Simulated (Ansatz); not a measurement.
## Molecular dynamics of Si2N3H9 (part 3 of 3)

The same run, continued: Si2N3H9; RKS PBE/STO-3G (Ansatz 0.2.0). One setting was made poor on purpose. It belongs to a series of runs on one base structure; here: dynamics from the start.

Geometry of the input (Å):
```
Si -0.0080  -0.0382  -0.0221
Si -0.0636  -0.0317  2.2571
H  -1.3173  -0.5682  2.7673
H  1.0212  -0.8260  2.8144
H  0.0819  1.3210  2.7764
N  1.5603  0.1479  -0.9011
H  2.1039  -0.7564  -0.7571
H  2.1650  0.8525  -0.3801
N  -1.1158  1.2632  -0.6006
H  -0.9293  2.1427  -0.0323
H  -0.7821  1.5487  -1.5700
N  -0.5317  -1.6620  -0.5922
H  -1.5406  -1.7963  -0.2819
H  -0.6381  -1.5973  -1.6496
```

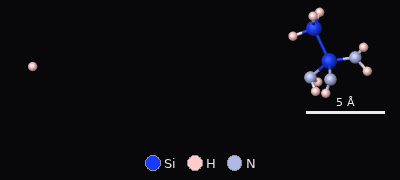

*The geometry at step 33 of the log (ball-and-stick view, seen at a tilt).*

## Trajectory as extended XYZ, continued
```
14
Properties=species:S:1:pos:R:3:forces:R:3 step=26 time_fs=52.0 energy=-20106.44672 temperature=4140.8
Si   -0.1700   -0.1750   -0.0417    0.5095  -1.0307  -1.2908
Si    0.2712   -0.5444    2.2617    1.7584   2.6346  -3.0069
H    -0.9892   -0.6230    2.8092   -1.7747  -0.3247   1.4996
H     1.2867   -1.4271    2.6406    0.4402  -2.0264   0.1612
H     1.0803    0.6281    2.6400   -1.0042   0.2228   0.0497
N     1.3423    0.6345   -0.8414   -1.8110   1.0294  -1.4704
H     1.0685    0.9640   -1.8868   -0.5739   0.0616   2.0241
H     1.9207   -0.1146   -1.2390    1.8568  -2.2072   0.1774
N    -1.5308    0.8961   -0.5258   -0.9508   0.9322  -0.3257
H     6.0302   11.6172    7.0776    0.0000  -0.0001   0.0000
H    -1.1987    1.4623   -1.4449    0.1490  -0.7924   1.0650
N    -0.9984   -1.6942   -0.8293    4.4920   3.6489   7.0543
H    -1.0673   -2.3990   -0.0747   -1.1193  -1.1883  -1.4947
H    -1.2152   -1.5415   -1.7512   -1.9722  -0.9596  -4.4428
14
Properties=species:S:1:pos:R:3:forces:R:3 step=27 time_fs=54.0 energy=-20106.97021 temperature=4038.4
Si   -0.1875   -0.1982   -0.0353    0.5081  -0.3725  -1.8393
Si    0.2653   -0.5740    2.2508   -2.2088   1.4145  -1.7906
H    -1.0434   -0.6387    2.9397    0.6932  -0.1461  -0.0164
H     1.2173   -1.4888    2.6690    0.8682  -2.1007   0.2118
H     0.9903    0.5796    2.6094    0.1243   1.4031   0.4406
N     1.3512    0.6569   -0.8448   -2.0216   0.2124  -0.1746
H     0.9689    1.0398   -1.8056   -0.2375   0.0442   1.0847
H     1.8941   -0.1027   -1.3018    1.3194  -1.6109  -0.1117
N    -1.5482    0.8783   -0.5461   -1.5190  -0.7359   2.0503
H     6.3182   12.0484    7.4239    0.0000  -0.0001   0.0000
H    -1.2929    1.4488   -1.4006    1.0793   0.4499  -0.9919
N    -1.0027   -1.7097   -0.8206    3.6555   4.0968   2.9760
H    -1.1523   -2.3979   -0.0721   -1.1583  -1.4243  -1.0025
H    -1.2386   -1.6065   -1.8037   -1.1028  -1.2303  -0.8364
14
Properties=species:S:1:pos:R:3:forces:R:3 step=28 time_fs=56.0 energy=-20107.08054 temperature=4099.8
Si   -0.2039   -0.2228   -0.0273    0.5152   0.3513  -2.0512
Si    0.2539   -0.6030    2.2390   -2.6558  -0.9654   0.0548
H    -1.0584   -0.6691    3.0737    1.6990  -0.0373  -1.1302
H     1.1870   -1.6228    2.7184   -0.2906  -0.2915  -0.5278
H     0.9024    0.5690    2.5797    0.8279   1.8842   0.6482
N     1.3534    0.6838   -0.8545    0.5045  -3.8335   1.6728
H     0.8626    1.0922   -1.6723   -0.7352   0.6333  -1.7584
H     1.9269   -0.1637   -1.3629   -1.0776   1.6677   0.8546
N    -1.5726    0.8650   -0.5553   -1.4467  -1.4456   2.8164
H     6.5941   12.4533    7.7616    0.0000  -0.0001   0.0000
H    -1.3438    1.4456   -1.3920    1.3312   0.8241  -1.5683
N    -0.9975   -1.7123   -0.8023    1.8193   2.6246  -2.0592
H    -1.3007   -2.4294   -0.1306   -0.8813  -1.0634  -0.2601
H    -1.3017   -1.7362   -1.8861    0.3900  -0.3484   3.3085
14
Properties=species:S:1:pos:R:3:forces:R:3 step=29 time_fs=58.0 energy=-20107.10949 temperature=3642.1
Si   -0.2201   -0.2526   -0.0237    0.8223   1.1352  -1.8144
Si    0.2382   -0.6329    2.2288   -1.4334  -1.0541   1.3483
H    -0.9947   -0.6904    3.1628    1.2345  -0.0439  -1.4235
H     1.1398   -1.7393    2.7656   -0.7392   0.8857  -1.0586
H     0.8369    0.6052    2.5762    0.6236   0.7846   0.3239
N     1.3556    0.6997   -0.8586   -0.8563  -3.0177   0.9070
H     0.7399    1.1358   -1.6346    0.5736  -0.2872  -0.6586
H     1.9275   -0.1384   -1.3861   -1.2919   1.6874   0.4696
N    -1.6010    0.8516   -0.5512   -0.7326   0.0833   0.4907
H     6.8764   12.8362    8.0860    0.0000  -0.0001   0.0000
H    -1.3389    1.4899   -1.4336    0.6827  -0.8144   0.7612
N    -0.9864   -1.7058   -0.7901   -0.7289  -1.6482  -1.6029
H    -1.4755   -2.4759   -0.2076    0.7042   1.1297  -0.3836
H    -1.3613   -1.8746   -1.8406    1.1413   1.1597   2.6410
14
Properties=species:S:1:pos:R:3:forces:R:3 step=30 time_fs=60.0 energy=-20106.71396 temperature=2992.7
Si   -0.2332   -0.2850   -0.0274    1.0661   1.8531  -1.2876
Si    0.2212   -0.6661    2.2242    0.0188   0.3372   1.0538
H    -0.8826   -0.6939    3.1949   -0.3046  -0.1593  -0.7300
H     1.0578   -1.8071    2.7648   -0.3167   0.9253  -1.0556
H     0.7849    0.6456    2.5832    0.3888  -0.5227  -0.0830
N     1.3624    0.7102   -0.8549   -3.8436  -0.3527   0.7944
H     0.6436    1.1469   -1.6289    1.9428  -0.8270   0.6866
H     1.8936   -0.0357   -1.4031    0.0474  -0.4721  -0.8070
N    -1.6304    0.8401   -0.5388   -0.0702   0.8024  -0.6514
H     7.1445   13.1854    8.3727    0.0000   0.0000   0.0000
H    -1.3227    1.5167   -1.4480    0.1915  -1.5887   1.8256
N    -0.9767   -1.7019   -0.7817   -1.3812  -3.1174   0.7939
H    -1.6079   -2.4530   -0.3053    1.5271   1.4192   1.2440
H    -1.3951   -1.9438   -1.6968    0.7338   1.7028  -1.7837
14
Properties=species:S:1:pos:R:3:forces:R:3 step=31 time_fs=62.0 energy=-20105.91605 temperature=3351.1
Si   -0.2447   -0.3121   -0.0385    1.1479   2.4266  -0.5446
Si    0.2023   -0.7021    2.2226    1.3406   1.7525  -1.3040
H    -0.7621   -0.7115    3.1928   -2.7061  -0.2340   1.1316
H     0.9615   -1.8428    2.7052    0.6882   0.0536  -0.6128
H     0.7243    0.6483    2.5649    0.6034  -0.9134  -0.1537
N     1.3626    0.7221   -0.8428   -3.9302  -0.3421   1.0555
H     0.6405    1.1263   -1.5951    1.3240  -0.0288   0.4144
H     1.8865    0.0643   -1.4763    0.5373  -1.2221  -0.7858
N    -1.6615    0.8330   -0.5248    0.4688   0.6631  -0.6631
H     7.3914   13.5353    8.6624    0.0000   0.0000   0.0000
H    -1.3085    1.5133   -1.4117   -0.0431  -1.4834   1.7088
N    -0.9719   -1.7036   -0.7660    0.4523  -1.9019   3.2496
H    -1.6730   -2.3732   -0.3721    0.6209   0.0719   3.3337
H    -1.3904   -1.9401   -1.5951   -0.5042   1.1580  -6.8296
14
Properties=species:S:1:pos:R:3:forces:R:3 step=32 time_fs=64.0 energy=-20106.24615 temperature=3266.5
Si   -0.2505   -0.3321   -0.0543    1.0469   3.3335   0.3162
Si    0.1824   -0.7352    2.2169    0.7688   2.2591  -2.1543
H    -0.7272   -0.7430    3.2284   -2.9544  -0.2787   1.3740
H     0.9016   -1.8882    2.6139    1.3314  -0.6185  -0.2530
H     0.6717    0.6174    2.5292    0.9698  -0.6444   0.0008
N     1.3516    0.7327   -0.8255   -0.3533  -3.0262   0.7078
H     0.6988    1.1130   -1.5411   -1.0872   1.5776  -1.4313
H     1.9285    0.1376   -1.5884   -0.6814  -0.0327   1.4531
N    -1.6898    0.8270   -0.5141    0.7005  -0.4443   0.4720
H     7.6116   13.9058    8.9907    0.0000   0.0000   0.0000
H    -1.2897    1.4678   -1.3336    0.1566  -0.3976   0.3909
N    -0.9734   -1.7124   -0.7375   -2.2137  -3.5892  -3.7421
H    -1.7120   -2.3173   -0.3208    0.3556   0.0238   2.2891
H    -1.4190   -1.9044   -1.7235    1.9604   1.8377   0.5767
14
Properties=species:S:1:pos:R:3:forces:R:3 step=33 time_fs=66.0 energy=-20106.30475 temperature=3250.7
Si   -0.2492   -0.3459   -0.0686    0.6402   3.5261   0.9213
Si    0.1634   -0.7644    2.2045   -1.1247   1.2447  -0.1174
H    -0.8018   -0.7699    3.3176   -0.6164  -0.3049  -0.9286
H     0.9006   -1.9635    2.5044    0.8872  -0.0411  -0.1956
H     0.6675    0.5624    2.4900    1.1893  -0.1637   0.2586
N     1.3386    0.7306   -0.8076    0.5212  -3.0933  -0.7056
H     0.7050    1.1696   -1.5195   -0.9468   1.4236  -1.0437
H     1.9810    0.2065   -1.6531   -1.6309   0.3072   2.5429
N    -1.7121    0.8118   -0.5004    0.2339  -2.2088   2.3567
H     7.8137   14.2680    9.3119    0.0000   0.0000   0.0000
H    -1.2585    1.4034   -1.2322    0.9811   1.4762  -1.7618
N    -0.9872   -1.7303   -0.7172   -2.6020  -3.4508  -5.2602
H    -1.7425   -2.2893   -0.2112    0.7818   0.5684   0.3201
H    -1.3930   -1.7907   -1.8214    1.6861   0.7164   3.6134
14
Properties=species:S:1:pos:R:3:forces:R:3 step=34 time_fs=68.0 energy=-20106.60945 temperature=2978.9
Si   -0.2490   -0.3547   -0.0774    0.3913   2.8866   1.1341
Si    0.1465   -0.7934    2.1901   -1.8389   0.1360   0.9579
H    -0.8807   -0.7940    3.3879    0.8447  -0.3486  -2.2705
H     0.9380   -2.0232    2.3819    0.2290   0.6541  -0.0525
H     0.6903    0.4982    2.4533    1.3237   0.3218   0.5194
N     1.3227    0.7198   -0.7934   -1.4165  -0.4758  -2.3018
H     0.6751    1.3059   -1.5333    1.0527  -0.6400   1.3290
H     1.9913    0.2854   -1.6332   -1.5820  -0.2405   1.9464
N    -1.7292    0.7818   -0.4789    1.1271  -1.1329   0.9342
H     8.0217   14.6112    9.5924    0.0000   0.0000   0.0000
H    -1.2103    1.3983   -1.2050    0.0381   0.6518  -0.5918
N    -1.0088   -1.7586   -0.7089    0.0645  -1.2056  -3.4901
H    -1.7298   -2.2463   -0.1216   -0.1458   0.0832  -0.3849
H    -1.2991   -1.6425   -1.7696   -0.0878  -0.6900   2.2706
14
Properties=species:S:1:pos:R:3:forces:R:3 step=35 time_fs=70.0 energy=-20106.10935 temperature=2768.6
Si   -0.2507   -0.3592   -0.0811    0.5455   2.2339   1.2812
Si    0.1317   -0.8188    2.1771   -1.2430  -0.0010   0.8232
H    -0.9119   -0.8243    3.3788    1.1624  -0.3051  -2.3287
H     0.9646   -2.0584    2.2558   -0.2197   0.9236   0.1811
H     0.7669    0.4428    2.4134    1.0629   0.1544   0.6472
N     1.3009    0.7114   -0.7838   -3.8327   1.8499  -0.2431
H     0.6809    1.4366   -1.4897    1.5061  -1.8385   2.0003
H     1.9479    0.3692   -1.5445    0.3159  -1.5662  -0.6052
N    -1.7401    0.7479   -0.4521    2.2631   0.7248  -1.1660
H     8.2281   14.9388    9.8416    0.0000   0.0000   0.0000
H    -1.1737    1.4319   -1.2265   -1.3495  -0.9911   1.3239
N    -1.0284   -1.7940   -0.7069    4.1999  -0.7222   3.6117
H    -1.7221   -2.1875   -0.0799   -1.5446  -0.6042   0.0477
H    -1.2157   -1.5348   -1.6034   -2.8663   0.1416  -5.5732
14
Properties=species:S:1:pos:R:3:forces:R:3 step=36 time_fs=72.0 energy=-20106.41491 temperature=2601.6
Si   -0.2545   -0.3607   -0.0828    0.8549   2.3425   1.6982
Si    0.1193   -0.8391    2.1712    0.9244   1.3239  -0.7379
H    -0.8954   -0.8533    3.2630    0.2517  -0.2086  -0.9035
H     0.9500   -2.0679    2.1374   -0.2765   0.5694   0.4452
H     0.9189    0.4047    2.3725   -0.0174  -1.0000   0.5973
N     1.2724    0.7088   -0.7740   -4.6149   1.7948   2.1330
H     0.7382    1.5150   -1.3607    0.7634  -1.5672   1.1794
H     1.9357    0.4237   -1.4773    1.7303  -2.0671  -2.1157
N    -1.7427    0.7169   -0.4298    2.3159   1.3295  -1.7001
H     8.4307   15.2658   10.0604    0.0000  -0.0001  -0.0001
H    -1.1741    1.4412   -1.2088   -1.6488  -1.4110   1.7135
N    -1.0370   -1.8258   -0.6915    3.6801   0.2209  -0.9900
H    -1.7688   -2.1579   -0.0500   -1.5854  -0.0692  -0.3241
H    -1.2165   -1.4252   -1.6305   -2.3777  -1.2577  -0.9954
14
Properties=species:S:1:pos:R:3:forces:R:3 step=37 time_fs=74.0 energy=-20106.44210 temperature=2330.9
Si   -0.2633   -0.3608   -0.0782    0.9550   2.7118   1.8494
Si    0.1142   -0.8522    2.1732    4.1978   2.2435  -3.8080
H    -0.8574   -0.8857    3.1151   -2.2807  -0.1677   1.9745
H     0.9115   -2.0607    2.0399   -0.0821  -0.1672   0.5903
H     1.0838    0.3226    2.3533   -0.9678  -1.4119   0.6216
N     1.2351    0.7148   -0.7655   -0.5187  -2.0765   1.2732
H     0.8068    1.5657   -1.1950   -0.5335   0.4460  -0.5916
H     2.0001    0.4150   -1.4702   -1.0551  -0.4596   0.4707
N    -1.7356    0.6926   -0.4186    1.2927   0.5741  -0.7099
H     8.6229   15.5798   10.2491    0.0000  -0.0001  -0.0001
H    -1.2207    1.4086   -1.1344   -0.8864  -0.4653   0.6575
N    -1.0373   -1.8517   -0.6772    0.6678   0.0791  -3.1232
H    -1.8738   -2.1555   -0.0177    0.5519   1.1072  -1.8130
H    -1.2730   -1.3680   -1.7094   -1.3409  -2.4134   2.6085
14
Properties=species:S:1:pos:R:3:forces:R:3 step=38 time_fs=76.0 energy=-20106.44818 temperature=2428.8
Si   -0.2756   -0.3579   -0.0669    0.9712   2.8318   1.5610
Si    0.1161   -0.8575    2.1687    4.6444   1.7941  -4.0272
H    -0.8942   -0.9368    3.0518   -2.4631  -0.1178   2.2734
H     0.8818   -2.0646    1.9753   -0.1250  -0.5936   0.5554
H     1.2221    0.1674    2.3718   -1.2892  -0.8281   0.6789
N     1.1929    0.7124   -0.7637    0.1759  -2.4973   0.4409
H     0.8287    1.6598   -1.0449   -0.0578  -0.1225  -0.5715
H     2.0274    0.4045   -1.4362   -2.1590   0.4082   1.1766
N    -1.7274    0.6729   -0.4069   -0.6821  -1.8895   1.6805
H     8.7860   15.8661   10.4302   -0.0001  -0.0001  -0.0001
H    -1.2919    1.3745   -1.0276    0.8456   2.1377  -1.7241
N    -1.0340   -1.8796   -0.6744   -1.2684  -0.0924  -3.0819
H    -1.9628   -2.1045   -0.0433    1.7369   1.1685  -1.7648
H    -1.3707   -1.3821   -1.6959   -0.3293  -2.1988   2.8030
14
Properties=species:S:1:pos:R:3:forces:R:3 step=39 time_fs=78.0 energy=-20107.13146 temperature=2727.9
Si   -0.2870   -0.3502   -0.0534    1.3449   2.3630   0.8408
Si    0.1210   -0.8579    2.1554    1.3929   0.0027  -1.4923
H    -1.0284   -1.0012    3.0639    0.5228   0.2134  -0.0513
H     0.8814   -2.0777    1.9344   -0.5103  -0.5592   0.4615
H     1.2999   -0.0213    2.4237   -0.7980   0.3484   0.8146
N     1.1494    0.6978   -0.7643   -2.2863   0.6687   1.0344
H     0.8330    1.7717   -0.8904    0.9234  -2.8791  -0.1613
H     1.9770    0.4290   -1.3632   -0.5340   0.0487   0.0055
N    -1.7254    0.6504   -0.3864   -0.8237  -0.6010   0.6973
H     8.8996   16.1277   10.6318   -0.0001  -0.0001  -0.0001
H    -1.3392    1.4349   -0.9902    0.3868   0.9744  -0.6864
N    -1.0315   -1.9117   -0.6787   -1.0040   0.0526  -1.6509
H    -1.9808   -1.9823   -0.1322    1.0347   0.1620   0.2158
H    -1.4932   -1.4651   -1.5652    0.3509  -0.7945  -0.0275
14
Properties=species:S:1:pos:R:3:forces:R:3 step=40 time_fs=80.0 energy=-20106.06226 temperature=2401.9
Si   -0.2962   -0.3386   -0.0411    2.0187   1.7145  -0.2106
Si    0.1268   -0.8539    2.1406   -0.8357  -1.5087  -0.1873
H    -1.1254   -1.0662    3.0674    2.0277   0.4800  -1.0713
H     0.8769   -2.0830    1.8926   -0.7854  -0.6267   0.2885
H     1.3370   -0.2030    2.5236   -0.0190   1.3460   0.9571
N     1.1030    0.6847   -0.7582   -6.0524   2.4295   3.2796
H     0.8552    1.7881   -0.7570    0.8223  -3.2599  -0.2749
H     1.9015    0.4707   -1.2635    3.5332  -1.1504  -2.3289
N    -1.7267    0.6272   -0.3657   -0.9406   2.2948  -1.1555
H     8.9881   16.3715   10.8399   -0.0001  -0.0001  -0.0001
H    -1.3932    1.5435   -0.9934   -0.3495  -1.8368   1.2231
N    -1.0274   -1.9439   -0.6835    2.2202  -0.3965   0.2830
H    -1.9369   -1.8531   -0.2195   -1.7233  -0.7504   4.2120
H    -1.6302   -1.6031   -1.4241    0.0840   1.2646  -5.0148
```

## Key numbers

```tsv
quantity	value
outcome	finished
mean temperature over the second half	3864 K
trajectory	40 steps, 80 fs
ensemble	nvt_langevin
temperature in the input	2000.0 K
time step	2.0 fs
potential energy (last step)	−20106.0623 eV
mean-field energy (last step)	−20106.0623 eV
largest force (length of the vector) (last step)	7.300 eV/Å
wall time	2.2 min
peak memory	0.098 GiB
```

A deliberately poor setting: time step. So short a trajectory is not equilibrated. The logged temperature at the start can lie below the typed one, since it is counted over all degrees of freedom. The temperature stays far from the 2000 K of the thermostat over the second half: the run isn't equilibrated.
